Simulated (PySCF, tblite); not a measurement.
# C4H6N2: tautomers, NMR shifts, electronic excitations, part 3 of 3

tblite 0.8.0 and PySCF 2.14.0. Atoms count from 0. Earlier steps stand in the parts before.

### Step 17. Electronic excitations: TDDFT B3LYP/def2-SVPD

The job: settings as JSON, then the geometry in Å.

```
{"job": {"kind": "uv", "xc": "B3LYP", "basis": "def2-SVPD", "nstates": 6, "ntriplets": 0}, "charge": 0, "multiplicity": 1}
C      1.899443     0.003530     0.185837
C      0.410752    -0.036201     0.121786
C     -0.438647     0.406873    -0.925528
C     -1.715806     0.136739    -0.478648
N     -1.571301    -0.422826     0.743838
N     -0.301619    -0.535912     1.125547
H      2.237711    -0.384898     1.155617
H      2.352560    -0.608239    -0.610179
H      2.280399     1.029952     0.068430
H     -0.153383     0.859081    -1.872525
H     -2.693375     0.298254    -0.928566
H     -2.303875    -0.742489     1.362614
```

Level: TDDFT B3LYP/def2-SVPD, vertical, gas phase, core orbitals frozen in the response.

The log of the run:

```text
coarse grid: 10192 points
cycle   1  E = -265.2563367401  dE =  9.543e-01  |g| = 4.108e-01  |ddm| = 6.088e+00
cycle   2  E = -265.2125868237  dE =  4.375e-02  |g| = 5.937e-01  |ddm| = 1.752e+00
cycle   3  E = -265.3002807114  dE = -8.769e-02  |g| = 1.231e-01  |ddm| = 1.019e+00
cycle   4  E = -265.3035969087  dE = -3.316e-03  |g| = 3.566e-02  |ddm| = 2.052e-01
cycle   5  E = -265.3038895153  dE = -2.926e-04  |g| = 8.077e-03  |ddm| = 6.603e-02
cycle   6  E = -265.3038975166  dE = -8.001e-06  |g| = 5.242e-03  |ddm| = 1.823e-02
cycle   7  E = -265.3039035720  dE = -6.055e-06  |g| = 1.043e-03  |ddm| = 1.053e-02
final grid: 99048 points
cycle   8  E = -265.3471272783  dE = -3.357e-05  |g| = 4.350e-03  |ddm| = 1.216e-01
cycle   9  E = -265.3471256375  dE =  1.641e-06  |g| = 5.108e-03  |ddm| = 1.626e-02
cycle  10  E = -265.3471321834  dE = -6.546e-06  |g| = 7.957e-04  |ddm| = 8.571e-03
cycle  11  E = -265.3471323154  dE = -1.320e-07  |g| = 2.181e-04  |ddm| = 1.939e-03
cycle  12  E = -265.3471323252  dE = -9.792e-09  |g| = 8.532e-05  |ddm| = 4.530e-04
cycle  13  E = -265.3471323267  dE = -1.477e-09  |g| = 2.619e-05  |ddm| = 1.304e-04
cycle  14  E = -265.3471323268  dE = -1.299e-10  |g| = 9.871e-06  |ddm| = 4.830e-05
converged SCF energy = -265.3471323268

Static polarisability (au): isotropic 60.242, principal 41.667 62.746 76.314

Singlet excitations
state   eV       nm        f      main configurations
  1   6.4972    190.8   0.02425   H->L+1 0.40, H->L 0.30, H-1->L 0.14
  2   6.4976    190.8   0.02044   H->L+1 0.51, H->L 0.24, H-1->L 0.11
  3   6.5535    189.2   0.00272   H-1->L+1 0.93
  4   6.8488    181.0   0.00335   H-2->L 0.95
  5   6.9228    179.1   0.00017   H->L+2 0.90
  6   6.9780    177.7   0.07329   H-1->L 0.58, H->L 0.27
```

Wall time 13 s (1 thread of Arm Neoverse V2, shared host); peak memory 0.74 GiB.

The orbitals next to the gap, with their largest atomic shares:

```csv
orbital,eV,atoms
HOMO−3,-10.15,"C0 33 %, H6 19 %, C2 12 %"
HOMO−2,-7.95,"N5 65 %, C1 11 %, N4 10 %"
HOMO−1,-6.96,"C2 33 %, C3 24 %, N5 17 %"
HOMO,-6.89,"C1 25 %, N4 23 %, N5 21 %"
LUMO,0.28,"C3 26 %, N5 21 %, N4 20 %"
LUMO+1,0.58,"H11 29 %, C3 27 %, H10 17 %"
LUMO+2,0.90,"C0 29 %, H8 12 %, H7 12 %"
```

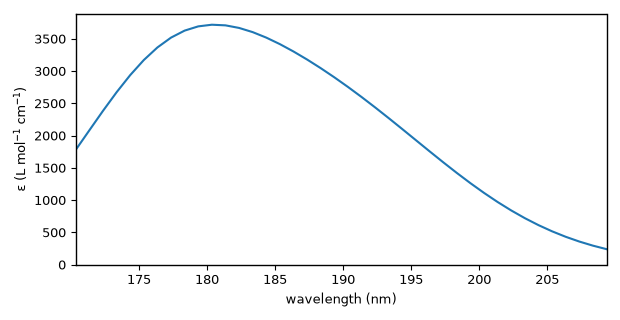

Absorption spectrum: each of the 6 states is a Gaussian band of 0.4 eV half-width at 1/e. Beyond the last state computed it falls off for lack of states.

Ground-state properties from the same run:

| property | computed |
| --- | --- |
| dipole moment (D) | 1.95 |
| polarisability (Å³) | 8.93 |
| HOMO–LUMO gap (eV) | 7.17 |
| −ε(HOMO) (eV) | 6.89 |

### Step 18. Electronic excitations (C4H6N2, Cc1ccn[nH]1): TDDFT B3LYP/def2-SVPD

The job: settings as JSON, then the geometry in Å.

```
{"job": {"kind": "uv", "xc": "B3LYP", "basis": "def2-SVPD", "nstates": 6, "ntriplets": 0}, "charge": 0, "multiplicity": 1}
C     -1.738046    -0.079488    -0.049988
C     -0.252940     0.002272    -0.002174
C      0.726862    -0.975285     0.039915
C      1.946882    -0.261547     0.048053
N      1.746127     1.046934     0.015172
N      0.421821     1.179898    -0.016116
H     -2.206982     0.601806     0.677291
H     -2.130551     0.175258    -1.048123
H     -2.067745    -1.099071     0.186892
H      0.572600    -2.051363     0.061114
H      2.962712    -0.654125     0.078607
H      0.019386     2.107727    -0.040483
```

Method: TDDFT B3LYP/def2-SVPD, vertical, gas phase, core orbitals frozen in the response.

The log of the run:

```text
coarse grid: 10192 points
cycle   1  E = -265.2583715322  dE =  9.534e-01  |g| = 4.003e-01  |ddm| = 6.365e+00
cycle   2  E = -265.2236264137  dE =  3.475e-02  |g| = 5.609e-01  |ddm| = 1.987e+00
cycle   3  E = -265.3004059026  dE = -7.678e-02  |g| = 1.156e-01  |ddm| = 1.173e+00
cycle   4  E = -265.3032738744  dE = -2.868e-03  |g| = 3.671e-02  |ddm| = 2.137e-01
cycle   5  E = -265.3036026427  dE = -3.288e-04  |g| = 6.881e-03  |ddm| = 7.963e-02
cycle   6  E = -265.3036105367  dE = -7.894e-06  |g| = 3.858e-03  |ddm| = 1.514e-02
cycle   7  E = -265.3036138127  dE = -3.276e-06  |g| = 7.659e-04  |ddm| = 8.692e-03
final grid: 99048 points
cycle   8  E = -265.3465861869  dE = -3.324e-05  |g| = 4.520e-03  |ddm| = 1.133e-01
cycle   9  E = -265.3465841559  dE =  2.031e-06  |g| = 5.419e-03  |ddm| = 2.024e-02
cycle  10  E = -265.3465914349  dE = -7.279e-06  |g| = 8.895e-04  |ddm| = 1.015e-02
cycle  11  E = -265.3465916184  dE = -1.835e-07  |g| = 1.914e-04  |ddm| = 1.948e-03
cycle  12  E = -265.3465916265  dE = -8.088e-09  |g| = 4.962e-05  |ddm| = 4.366e-04
cycle  13  E = -265.3465916270  dE = -4.624e-10  |g| = 2.137e-05  |ddm| = 1.073e-04
converged SCF energy = -265.3465916270

Static polarisability (au): isotropic 60.072, principal 41.449 63.082 75.685

Singlet excitations
state   eV       nm        f      main configurations
  1   6.0860    203.7   0.00014   H->L+1 0.96
  2   6.5281    189.9   0.10325   H->L 0.45, H-1->L 0.38, H->L+4 0.11
  3   6.5864    188.2   0.00321   H-1->L+1 0.92
  4   6.7330    184.1   0.04538   H-2->L 0.46, H->L 0.20, H-1->L 0.19
  5   6.7483    183.7   0.05183   H-2->L 0.49, H->L 0.23, H-1->L 0.16
  6   7.0151    176.7   0.00274   H->L+2 0.95
```

Run time: 12 s. Hardware: 1 thread of Arm Neoverse V2, shared host; peak memory 0.74 GiB.

Frontier orbitals and where they lie:

```csv
orbital,eV,atoms
HOMO−3,-10.51,"C0 20 %, C2 18 %, C1 17 %"
HOMO−2,-7.89,"N4 65 %, C3 12 %, N5 10 %"
HOMO−1,-7.17,"N5 29 %, C3 28 %, C2 21 %"
HOMO,-6.69,"N4 28 %, C1 26 %, C2 20 %"
LUMO,0.21,"N4 22 %, C1 20 %, N5 17 %"
LUMO+1,0.28,"C0 29 %, H11 15 %, H7 10 %"
LUMO+2,1.23,"H11 39 %, N5 12 %, C0 10 %"
```

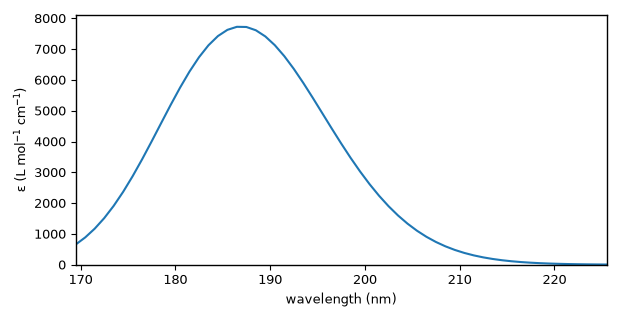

Absorption spectrum: each of the 6 states is a Gaussian band of 0.4 eV half-width at 1/e. Beyond the last state computed it falls off for lack of states.

Further results of this job:

```csv
property,computed
dipole moment (D),2.81
polarisability (Å³),8.90
HOMO–LUMO gap (eV),6.91
−ε(HOMO) (eV),6.69
```

### Step 19. Spectra of the species

The job: settings as JSON, then the geometry in Å.

```
{"job": {"kind": "ta", "tautomers": ["Cc1ccn[nH]1"], "geom": {"xc": "PBE0", "basis": "def2-SVP", "d3": "d3bj", "grid": 1}, "hess": 1, "level": {"xc": "wB97X", "basis": "def2-TZVP", "d3": "d3bj", "solvents": ["cyclohexane"]}, "spectra": true}, "charge": 0, "multiplicity": 1}
C      1.899443     0.003530     0.185837
C      0.410752    -0.036201     0.121786
C     -0.438647     0.406873    -0.925528
C     -1.715806     0.136739    -0.478648
N     -1.571301    -0.422826     0.743838
N     -0.301619    -0.535912     1.125547
H      2.237711    -0.384898     1.155617
H      2.352560    -0.608239    -0.610179
H      2.280399     1.029952     0.068430
H     -0.153383     0.859081    -1.872525
H     -2.693375     0.298254    -0.928566
H     -2.303875    -0.742489     1.362614
```

The log of the run:

```text
nmr Cc1cc[nH]n1 +0: GIAO PBE0/pcSseg-1 NMR shielding, non-relativistic, gas phase
nmr Cc1ccn[nH]1 +0: GIAO PBE0/pcSseg-1 NMR shielding, non-relativistic, gas phase
uv Cc1cc[nH]n1 +0: TDDFT B3LYP/def2-SVPD, vertical, gas phase, core orbitals frozen in the response
uv Cc1ccn[nH]1 +0: TDDFT B3LYP/def2-SVPD, vertical, gas phase, core orbitals frozen in the response
```

It took 41 s on 1 thread of Arm Neoverse V2, shared host; peak memory 0.74 GiB.

This step only lists the spectra that were run on the species above.

### Step 20. Outcome

The summary covers parts 1 to 3.

```
                                                              quantity                          value
                             strongest single infrared mode (GFN2-xTB)           1244 cm⁻¹, 39 km/mol
                                          zero-point energy (GFN2-xTB)                  60.5 kcal/mol
                                  rotational constants (main isotopes)           8.99, 3.53, 2.58 GHz
              ΔH above the first form, form 0 (wB97X-D3(BJ)/def2-TZVP)                     0.0 kJ/mol
              ΔH above the first form, form 1 (wB97X-D3(BJ)/def2-TZVP)                     1.2 kJ/mol
                                13C shifts against TMS (PBE0/pcSseg-1)  151.1, 130.8, 109.5, 15.5 ppm
1H shifts against TMS (PBE0/pcSseg-1, means over atoms taken as alike)     8.72, 7.29, 6.21, 2.36 ppm
                                15N shifts against NH3 (PBE0/pcSseg-1)               334.4, 214.7 ppm
                                      lowest singlet (B3LYP/def2-SVPD)    6.50 eV (191 nm), f = 0.024
                              brightest single state of those computed    state 6, 6.98 eV, f = 0.073
```

In words: All 30 modes are real, so the xTB geometry is a minimum. The strongest single mode, at 1244 cm⁻¹, is carried by N4, N5, H10, C3. Unscaled tight-binding wavenumbers are off by several per cent, some by more. Its intensities can rank the bands wrongly. Over 2 steps the energy fell by 0.032 eV; of the close pairs, C3–H10 changed most, 1.071 to 1.088 Å (PBE0/def2-SVP). At wB97X-D3(BJ)/def2-TZVP the ΔH above the first form runs from 0.0 kJ/mol (form 0) to 1.2 kJ/mol (form 1). At PBE0/pcSseg-1: Shielding is most anisotropic at N5 (span 464 ppm, paramagnetic term -394 ppm). NICS(1)zz of -31 ppm above the planar ring from C1 marks a diatropic (aromatic) ring current. The first singlet state (HOMO→LUMO+1 0.40, HOMO→LUMO 0.30) lies at 6.50 eV and is weak; of the 6 states computed, the strongest absorption comes from state 6 at 6.98 eV (the last computed, so partners may be missing). States above −ε(HOMO) lie where TDDFT describes them poorly and they hang on the basis; the brightest is among them.
